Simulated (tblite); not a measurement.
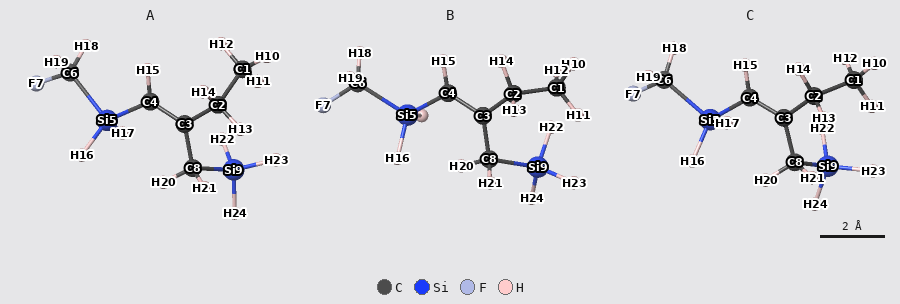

3 geometries from one relaxation of C6H15FSi2, in shuffled order. A ball-and-stick model, seen from a free direction.

Computed with GFN2-xTB geometry optimisation, gas phase in tblite 0.8.0. 

Order the frames from highest to lowest energy.

Answer. B, C, A. They are steps 0, 114, 275, at +0.696 eV, +0.030 eV relative to the last. H12 moves most after the best rigid fit: 1.56 Å. Largest moves by element: H 1.56 Å, F 0.98 Å, C 0.73 Å, Si 0.23 Å. Near-neighbour distances that change, for instance: C8–Si9 1.844 → 1.912 Å, C1–H10 1.140 → 1.088 Å, Si5–C6 1.867 → 1.917 Å, C1–H12 1.130 → 1.087 Å. Among the angles between lasting bonds that change: C2–C3–C8 124.1° → 116.2°, C2–C1–H11 117.7° → 110.4°, H10–C1–H12 102.2° → 108.5°. Groups turn about C2–C3 by about 55°, C8–Si9 by about 20°. After 275 geometry steps the energy has fallen by 0.696 eV.
